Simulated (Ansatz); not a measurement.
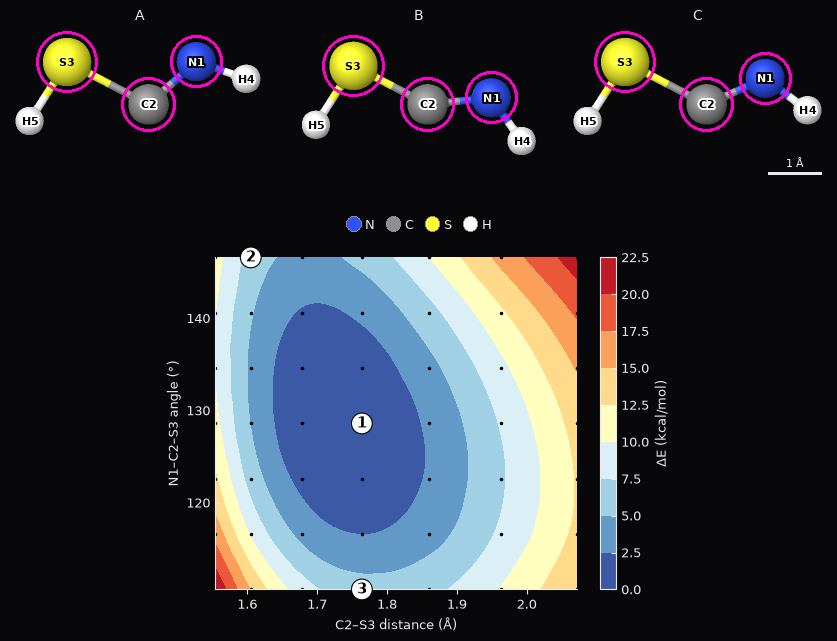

CH$_{2}$NS (multiplicity 2): the C2–S3 distance and the N1–C2–S3 angle are varied on a grid, with the rest of the molecule carried along rigidly. The map is interpolated between the computed points (dots). The frames are shuffled; each belongs to one numbered point. The picture is a ball-and-stick view, seen face on. The ringed atoms are those of the scanned coordinates.

Single-point energies from Ansatz with r2SCAN-D4 in the def2-TZVPP basis, on geometries moved rigidly from the minimum at PBE0-D4/def2-TZVP. Energies are counted from the PBE0-D4/def2-TZVP minimum geometry at the same level.

Question: Which frame belongs to which numbered point?

Answer: Point 1 is frame C, at (1.764, 128.6) and 0.2 kcal/mol; 2 is frame B, at (1.605, 146.6) and 6.6 kcal/mol; 3 is frame A, at (1.764, 110.6) and 6.1 kcal/mol. In pairs of (C2–S3 distance (Å); N1–C2–S3 angle (°)): the lowest computed point lies at (1.764, 128.6) (0.2 kcal/mol), the highest at (1.554, 110.6) (22.3 kcal/mol). The valley is tilted: raising the C2–S3 distance is made harder by raising the N1–C2–S3 angle (cross term 0.27 of the geometric mean of the two curvatures). Over the ranges scanned the energy rises more along the first axis, the C2–S3 distance.
